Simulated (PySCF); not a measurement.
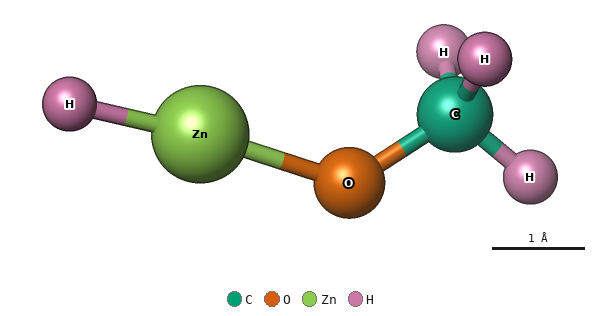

**Figure 1.** The input geometry (ball-and-stick view, seen at a tilt). Sticks mark near contacts. Bond lengths as drawn: C–H 1.10 Å, C–O 1.40 Å, H–Zn 1.51 Å and O–Zn 1.77 Å.

## Geometry relaxation, with input and output: CH₄OZn (part 1 of 2)

CH₄OZn, SMILES C[O][ZnH], computed with MP2/6-31G*, RHF (PySCF 2.14.0).

The geometry comes from this level: PBE0-D4/def2-TZVP.

### Input (job.py)
```python
# C[O][ZnH]
from pyscf import gto, scf, mp
from pyscf.geomopt.geometric_solver import kernel as optimise

molecule = gto.M(
    atom=[
    ('C', (-0.725300, 0.742600, -0.153800)),
    ('O', (0.030000, -0.322900, -0.646100)),
    ('Zn', (1.247400, -1.326800, 0.154800)),
    ('H', (-1.371200, 1.123300, -0.953700)),
    ('H', (-0.104100, 1.581700, 0.189700)),
    ('H', (-1.378300, 0.450700, 0.680600)),
    ('H', (2.301600, -2.248700, 0.728500)),
],
    verbose=3,
    basis='6-31g*',
    max_memory=1860,
)

mf = scf.RHF(molecule)
mf.conv_tol = 1e-10
mf.kernel()
if not mf.converged:
    mf = mf.newton().run(mf.mo_coeff, mf.mo_occ)
pt = mp.MP2(mf).run()
converged, mol_eq = optimise(pt, maxsteps=60, convergence_set='GAU_TIGHT')
print('converged:', converged)
print(mol_eq.tostring())

mf.reset(mol_eq)
molecule = mol_eq
mf.kernel()
if not mf.converged:
    mf = mf.newton().run(mf.mo_coeff, mf.mo_occ)
pt = mp.MP2(mf).run()
energy = pt.e_tot
print('E(%s) = %.9f' % ('MP2', energy))
```

Run on 1 thread of Intel Xeon @ 2.50GHz (Skylake/Cascade Lake), 189 GiB of memory available, shared host.

Run as:
```bash
OMP_NUM_THREADS=1 python job.py
```

### What the program printed
```
converged SCF energy = -1892.52574826661
E(RMP2) = -1893.14501339992  E_corr = -0.619265133309427
E(SCS-RMP2) = -1893.10833300431  E_corr = -0.582584737698652

#|     Arguments passed to driver run_optimizer():      |#
convergence_set           GAU_TIGHT
customengine              <pyscf.geomopt.geometric_solver.PySCFEngine object>
maxiter                   60
----------------------------------------------------------
Custom engine selected.
Bonds will be generated from interatomic distances less than 1.20 times sum of covalent radii
21 internal coordinates being used (instead of 21 Cartesians)
Internal coordinate system (atoms numbered from 1):
Distance 1-2
Distance 1-4
Distance 1-5
Distance 1-6
Distance 2-3
Distance 3-7
Angle 2-1-4
Angle 2-1-5
Angle 2-1-6
Angle 4-1-5
Angle 4-1-6
Angle 5-1-6
Angle 1-2-3
LinearAngleX 2-3-7
LinearAngleY 2-3-7
Dihedral 4-1-2-3
Dihedral 5-1-2-3
Dihedral 6-1-2-3
Translation-X 1-7
Translation-Y 1-7
Translation-Z 1-7
Rotation-A 1-7
Rotation-B 1-7
Rotation-C 1-7
<class 'geometric.internal.Distance'> : 6
<class 'geometric.internal.Angle'> : 7
<class 'geometric.internal.LinearAngle'> : 2
<class 'geometric.internal.Dihedral'> : 3
<class 'geometric.internal.TranslationX'> : 1
<class 'geometric.internal.TranslationY'> : 1
<class 'geometric.internal.TranslationZ'> : 1
<class 'geometric.internal.RotationA'> : 1
<class 'geometric.internal.RotationB'> : 1
<class 'geometric.internal.RotationC'> : 1
> ===== Optimization Info: ====
> Job type: Energy minimization
> Maximum number of optimization cycles: 60
> Initial / maximum trust radius (Angstrom): 0.100 / 0.300
> Convergence Criteria:
> Will converge when all 5 criteria are reached:
>  |Delta-E| < 1.00e-06
>  RMS-Grad  < 1.00e-05
>  Max-Grad  < 1.50e-05
>  RMS-Disp  < 4.00e-05
>  Max-Disp  < 6.00e-05
> === End Optimization Info ===

Geometry optimization cycle 1
Cartesian coordinates (Angstrom)
 Atom        New coordinates             dX        dY        dZ
   C  -0.725300   0.742600  -0.153800    0.000000 -0.000000  0.000000
   O   0.030000  -0.322900  -0.646100    0.000000  0.000000  0.000000
  Zn   1.247400  -1.326800   0.154800    0.000000  0.000000 -0.000000
   H  -1.371200   1.123300  -0.953700    0.000000  0.000000  0.000000
   H  -0.104100   1.581700   0.189700    0.000000  0.000000  0.000000
   H  -1.378300   0.450700   0.680600    0.000000 -0.000000  0.000000
   H   2.301600  -2.248700   0.728500   -0.000000  0.000000  0.000000

WARN: Mole.unit (angstrom) is changed to Bohr

converged SCF energy = -1892.52574826662
E(RMP2_Scanner) = -1893.14501339609  E_corr = -0.619265129470413
E(SCS-RMP2_Scanner) = -1893.10833300084  E_corr = -0.582584734218679
--------------- RMP2_Scanner gradients ---------------
         x                y                z
0 C     0.0054010832    -0.0073483935    -0.0027687606
1 O    -0.0114493985     0.0131382720     0.0007768059
2 Zn     0.0067448300    -0.0060378550     0.0033378105
3 H     0.0000125338    -0.0000885351    -0.0002210227
4 H    -0.0002738044    -0.0004384050    -0.0004104062
5 H     0.0002595073     0.0000336527    -0.0006307051
6 H    -0.0006947515     0.0007412638    -0.0000837217
----------------------------------------------
cycle 1: E = -1893.1450134  dE = -1893.15  norm(grad) = 0.0221411
Step    0 : Gradient = 8.369e-03/1.744e-02 (rms/max) Energy = -1893.1450133961
Hessian Eigenvalues: 2.30000e-02 5.00000e-02 5.00000e-02 ... 3.37911e-01 3.40902e-01 4.63316e-01

Geometry optimization cycle 2
Cartesian coordinates (Angstrom)
 Atom        New coordinates             dX        dY        dZ
   C  -0.724823   0.742106  -0.154003    0.000477 -0.000494 -0.000203
   O   0.036977  -0.332286  -0.650536    0.006977 -0.009386 -0.004436
  Zn   1.241713  -1.321226   0.153045   -0.005687  0.005574 -0.001755
   H  -1.371960   1.124709  -0.951731   -0.000760  0.001409  0.001969
   H  -0.102952   1.581132   0.191553    0.001148 -0.000568  0.001853
   H  -1.376726   0.450003   0.682505    0.001574 -0.000697  0.001905
   H   2.297872  -2.244538   0.729166   -0.003728  0.004162  0.000666
converged SCF energy = -1892.52534264906
E(RMP2_Scanner) = -1893.14531027281  E_corr = -0.61996762374253
E(SCS-RMP2_Scanner) = -1893.10859037033  E_corr = -0.583247721265899
--------------- RMP2_Scanner gradients ---------------
         x                y                z
0 C     0.0020263488    -0.0030070932    -0.0016928587
1 O    -0.0014845100     0.0020374230     0.0009212068
2 Zn     0.0008805256    -0.0010174403    -0.0000984419
3 H    -0.0005383184     0.0006560180     0.0000932940
4 H    -0.0003069109     0.0006895986     0.0002782375
5 H    -0.0005137238     0.0005008795     0.0003490876
6 H    -0.0000634113     0.0001406144     0.0001494747
----------------------------------------------
cycle 2: E = -1893.14531027  dE = -0.000296877  norm(grad) = 0.00520547
Step    1 : Displace = 6.248e-03/1.251e-02 (rms/max) Trust = 1.000e-01 (=) Grad = 1.967e-03/4.002e-03 (rms/max) E (change) = -1893.1453102728 (-2.969e-04) Quality = 1.146
Hessian Eigenvalues: 2.29987e-02 5.00000e-02 5.00000e-02 ... 3.39975e-01 3.44478e-01 4.40780e-01

Geometry optimization cycle 3
Cartesian coordinates (Angstrom)
 Atom        New coordinates             dX        dY        dZ
   C  -0.725467   0.743305  -0.153017   -0.000644  0.001200  0.000986
   O   0.036730  -0.332831  -0.653424   -0.000247 -0.000545 -0.002888
  Zn   1.238096  -1.316663   0.154046   -0.003617  0.004563  0.001001
   H  -1.371175   1.123476  -0.951854    0.000785 -0.001233 -0.000123
   H  -0.098845   1.578144   0.191743    0.004107 -0.002988  0.000189
   H  -1.373742   0.445607   0.683377    0.002984 -0.004396  0.000871
   H   2.294505  -2.241138   0.729129   -0.003367  0.003400 -0.000036
converged SCF energy = -1892.52520699717
E(RMP2_Scanner) = -1893.14533710383  E_corr = -0.620130106653176
E(SCS-RMP2_Scanner) = -1893.1086001976  E_corr = -0.583393200425221
--------------- RMP2_Scanner gradients ---------------
         x                y                z
0 C     0.0003585110    -0.0007073245    -0.0007276586
1 O     0.0001868032     0.0002480984     0.0010921248
2 Zn    -0.0004661430     0.0002327343    -0.0006785556
3 H    -0.0000845714     0.0000728643    -0.0000676035
4 H     0.0000898232     0.0001604550     0.0001062908
5 H    -0.0001149305    -0.0000180696     0.0001769798
6 H     0.0000305074     0.0000112422     0.0000984223
----------------------------------------------
cycle 3: E = -1893.1453371  dE = -2.6831e-05  norm(grad) = 0.0018158
Step    2 : Displace = 4.248e-03/5.910e-03 (rms/max) Trust = 1.414e-01 (+) Grad = 6.863e-04/1.135e-03 (rms/max) E (change) = -1893.1453371038 (-2.683e-05) Quality = 1.130
Hessian Eigenvalues: 2.29811e-02 5.00000e-02 5.00000e-02 ... 3.39021e-01 3.42405e-01 4.28920e-01

Geometry optimization cycle 4
Cartesian coordinates (Angstrom)
 Atom        New coordinates             dX        dY        dZ
   C  -0.725612   0.743583  -0.152858   -0.000144  0.000278  0.000159
   O   0.036357  -0.333233  -0.656341   -0.000373 -0.000402 -0.002917
  Zn   1.237525  -1.315530   0.155032   -0.000570  0.001133  0.000985
   H  -1.371634   1.124133  -0.950784   -0.000459  0.000657  0.001070
   H  -0.097807   1.577031   0.191649    0.001039 -0.001114 -0.000093
   H  -1.372438   0.444212   0.683455    0.001304 -0.001394  0.000079
   H   2.293709  -2.240296   0.729847   -0.000796  0.000842  0.000717
converged SCF energy = -1892.52515419775
E(RMP2_Scanner) = -1893.14534267163  E_corr = -0.620188473886243
E(SCS-RMP2_Scanner) = -1893.10860768269  E_corr = -0.583453484945707
--------------- RMP2_Scanner gradients ---------------
         x                y                z
0 C    -0.0002276366     0.0001719067    -0.0002261596
1 O     0.0003740370    -0.0001774538     0.0006098160
2 Zn    -0.0002588850     0.0001208401    -0.0004129519
3 H     0.0000425334    -0.0000365656     0.0000112706
4 H     0.0000216454    -0.0000480845     0.0000012349
5 H     0.0000376714    -0.0000323630    -0.0000131947
6 H     0.0000106344     0.0000017202     0.0000299847
----------------------------------------------
cycle 4: E = -1893.14534267  dE = -5.56781e-06  norm(grad) = 0.000968324
Step    3 : Displace = 1.738e-03/2.967e-03 (rms/max) Trust = 2.000e-01 (+) Grad = 3.660e-04/7.371e-04 (rms/max) E (change) = -1893.1453426716 (-5.568e-06) Quality = 1.474
Hessian Eigenvalues: 2.27948e-02 5.00000e-02 5.00000e-02 ... 3.40088e-01 3.60907e-01 4.94165e-01

Geometry optimization cycle 5
Cartesian coordinates (Angstrom)
 Atom        New coordinates             dX        dY        dZ
   C  -0.725101   0.743051  -0.152936    0.000511 -0.000533 -0.000079
   O   0.035382  -0.333619  -0.661569   -0.000975 -0.000386 -0.005228
  Zn   1.236240  -1.313745   0.155628   -0.001286  0.001785  0.000596
   H  -1.372544   1.125520  -0.948648   -0.000909  0.001387  0.002136
   H  -0.095785   1.575040   0.191727    0.002021 -0.001991  0.000077
   H  -1.370032   0.441677   0.683869    0.002406 -0.002535  0.000414
   H   2.291941  -2.238024   0.731930   -0.001768  0.002272  0.002083
converged SCF energy = -1892.52510474778
E(RMP2_Scanner) = -1893.14534675542  E_corr = -0.620242007632859
E(SCS-RMP2_Scanner) = -1893.10861422865  E_corr = -0.583509480863284
--------------- RMP2_Scanner gradients ---------------
         x                y                z
0 C    -0.0004547435     0.0005797608     0.0001301520
1 O     0.0002579109    -0.0002629445     0.0001218856
2 Zn     0.0000265656    -0.0000346665    -0.0000483398
3 H     0.0000843048    -0.0000852783     0.0000072247
4 H    -0.0000018709    -0.0001350148    -0.0000596353
5 H     0.0000952282    -0.0000480780    -0.0001046561
6 H    -0.0000073951    -0.0000137788    -0.0000466309
----------------------------------------------
cycle 5: E = -1893.14534676  dE = -4.08378e-06  norm(grad) = 0.000880673
Step    4 : Displace = 3.264e-03/5.330e-03 (rms/max) Trust = 2.828e-01 (+) Grad = 3.329e-04/7.482e-04 (rms/max) E (change) = -1893.1453467554 (-4.084e-06) Quality = 1.401
Hessian Eigenvalues: 2.21249e-02 4.54423e-02 5.00000e-02 ... 3.40261e-01 3.67497e-01 5.29931e-01

Geometry optimization cycle 6
Cartesian coordinates (Angstrom)
 Atom        New coordinates             dX        dY        dZ
   C  -0.724030   0.741793  -0.153284    0.001071 -0.001258 -0.000347
   O   0.034201  -0.334012  -0.667737   -0.001181 -0.000392 -0.006168
  Zn   1.234386  -1.311851   0.155069   -0.001853  0.001894 -0.000559
   H  -1.373652   1.127336  -0.945766   -0.001108  0.001816  0.002882
   H  -0.093303   1.572504   0.192007    0.002482 -0.002536  0.000280
   H  -1.366925   0.438623   0.684491    0.003108 -0.003054  0.000622
   H   2.289422  -2.234493   0.735219   -0.002519  0.003531  0.003290
converged SCF energy = -1892.52506949446
E(RMP2_Scanner) = -1893.14534947871  E_corr = -0.620279984244327
E(SCS-RMP2_Scanner) = -1893.10861687901  E_corr = -0.583547384546045
--------------- RMP2_Scanner gradients ---------------
         x                y                z
0 C    -0.0003545001     0.0004956256     0.0001995512
1 O     0.0000953527    -0.0001885296    -0.0001263557
2 Zn     0.0001405931    -0.0000650530     0.0001709328
3 H     0.0000646812    -0.0000636090     0.0000074522
4 H    -0.0000165592    -0.0001164884    -0.0000594947
5 H     0.0000800624    -0.0000310308    -0.0001034305
6 H    -0.0000096300    -0.0000309147    -0.0000886554
----------------------------------------------
cycle 6: E = -1893.14534948  dE = -2.72329e-06  norm(grad) = 0.000760001
Step    5 : Displace = 4.214e-03/6.291e-03 (rms/max) Trust = 3.000e-01 (+) Grad = 2.873e-04/6.412e-04 (rms/max) E (change) = -1893.1453494787 (-2.723e-06) Quality = 1.433
Hessian Eigenvalues: 2.05122e-02 3.48649e-02 5.00000e-02 ... 3.40390e-01 3.62274e-01 4.76974e-01

Geometry optimization cycle 7
Cartesian coordinates (Angstrom)
 Atom        New coordinates             dX        dY        dZ
   C  -0.722751   0.740285  -0.153684    0.001279 -0.001507 -0.000401
   O   0.033060  -0.334288  -0.673672   -0.001141 -0.000276 -0.005935
  Zn   1.232403  -1.310387   0.153272   -0.001984  0.001464 -0.001797
   H  -1.374710   1.129110  -0.942770   -0.001058  0.001775  0.002996
   H  -0.090809   1.569970   0.192419    0.002495 -0.002534  0.000412
   H  -1.363730   0.435588   0.685240    0.003194 -0.003035  0.000749
   H   2.286637  -2.230379   0.739196   -0.002785  0.004114  0.003977
converged SCF energy = -1892.52504946791
E(RMP2_Scanner) = -1893.14535117586  E_corr = -0.620301707942946
E(SCS-RMP2_Scanner) = -1893.10861672334  E_corr = -0.583567255426019
--------------- RMP2_Scanner gradients ---------------
         x                y                z
0 C    -0.0000873862     0.0001457593     0.0000895890
1 O    -0.0000389789    -0.0000448131    -0.0001517910
2 Zn     0.0001044840    -0.0000111256     0.0002065067
3 H     0.0000176131    -0.0000142897     0.0000012873
4 H    -0.0000144360    -0.0000353045    -0.0000213836
5 H     0.0000213770    -0.0000037318    -0.0000405966
6 H    -0.0000026730    -0.0000364946    -0.0000836118
----------------------------------------------
cycle 7: E = -1893.14535118  dE = -1.69715e-06  norm(grad) = 0.000360609
Step    6 : Displace = 4.416e-03/6.377e-03 (rms/max) Trust = 3.000e-01 (=) Grad = 1.363e-04/2.317e-04 (rms/max) E (change) = -1893.1453511759 (-1.697e-06) Quality = 1.306
Hessian Eigenvalues: 1.93998e-02 3.39291e-02 5.00000e-02 ... 3.40260e-01 3.50938e-01 4.57197e-01

Geometry optimization cycle 8
Cartesian coordinates (Angstrom)
 Atom        New coordinates             dX        dY        dZ
   C  -0.722092   0.739532  -0.153863    0.000659 -0.000753 -0.000179
   O   0.032568  -0.334313  -0.676425   -0.000492 -0.000025 -0.002753
  Zn   1.231434  -1.310102   0.151466   -0.000969  0.000285 -0.001806
   H  -1.375250   1.129952  -0.941247   -0.000540  0.000842  0.001523
   H  -0.089595   1.568766   0.192678    0.001214 -0.001204  0.000260
   H  -1.362092   0.434088   0.685693    0.001638 -0.001500  0.000453
   H   2.285128  -2.228022   0.741698   -0.001509  0.002357  0.002502
converged SCF energy = -1892.52504796043
E(RMP2_Scanner) = -1893.14535159212  E_corr = -0.620303631689835
E(SCS-RMP2_Scanner) = -1893.10861574675  E_corr = -0.583567786317466
--------------- RMP2_Scanner gradients ---------------
         x                y                z
0 C     0.0000622583    -0.0000727771    -0.0000252125
1 O    -0.0000611513     0.0000276189    -0.0000515949
2 Zn     0.0000248338     0.0000324934     0.0001098578
3 H    -0.0000102645     0.0000152027    -0.0000008561
4 H    -0.0000048471     0.0000149347     0.0000078322
5 H    -0.0000131980     0.0000075404     0.0000064930
6 H     0.0000023689    -0.0000250130    -0.0000465196
----------------------------------------------
cycle 8: E = -1893.14535159  dE = -4.16265e-07  norm(grad) = 0.000185547
Step    7 : Displace = 2.351e-03/3.760e-03 (rms/max) Trust = 3.000e-01 (=) Grad = 7.013e-05/1.172e-04 (rms/max) E (change) = -1893.1453515921 (-4.163e-07) Quality = 0.897
Hessian Eigenvalues: 1.86955e-02 3.52668e-02 5.00000e-02 ... 3.40204e-01 3.58226e-01 4.87784e-01

Geometry optimization cycle 9
Cartesian coordinates (Angstrom)
 Atom        New coordinates             dX        dY        dZ
   C  -0.721895   0.739351  -0.153862    0.000197 -0.000181  0.000001
   O   0.032479  -0.334212  -0.677337   -0.000089  0.000101 -0.000912
  Zn   1.231141  -1.310317   0.150259   -0.000293 -0.000215 -0.001207
   H  -1.375478   1.130181  -0.940691   -0.000228  0.000229  0.000555
   H  -0.089202   1.568420   0.192776    0.000393 -0.000346  0.000098
   H  -1.361456   0.433529   0.685918    0.000636 -0.000558  0.000225
   H   2.284512  -2.227052   0.742938   -0.000616  0.000970  0.001240
converged SCF energy = -1892.5250501707
E(RMP2_Scanner) = -1893.1453519247  E_corr = -0.620301754002414
E(SCS-RMP2_Scanner) = -1893.1086156789  E_corr = -0.583565508197801
--------------- RMP2_Scanner gradients ---------------
         x                y                z
0 C     0.0000740572    -0.0000971268    -0.0000492815
1 O    -0.0000340287     0.0000285692     0.0000137166
2 Zn    -0.0000143677     0.0000345407     0.0000203255
3 H    -0.0000112051     0.0000153434    -0.0000016826
4 H     0.0000004133     0.0000219774     0.0000135055
5 H    -0.0000174712     0.0000064052     0.0000163892
6 H     0.0000026022    -0.0000097091    -0.0000129726
----------------------------------------------
cycle 9: E = -1893.14535192  dE = -3.32582e-07  norm(grad) = 0.000152431
Step    8 : Displace = 9.879e-04/1.694e-03 (rms/max) Trust = 3.000e-01 (=) Grad = 5.761e-05/1.317e-04 (rms/max) E (change) = -1893.1453519247 (-3.326e-07) Quality = 2.177
Hessian Eigenvalues: 1.78780e-02 3.65075e-02 4.99995e-02 ... 3.40280e-01 3.60441e-01 4.83152e-01
```
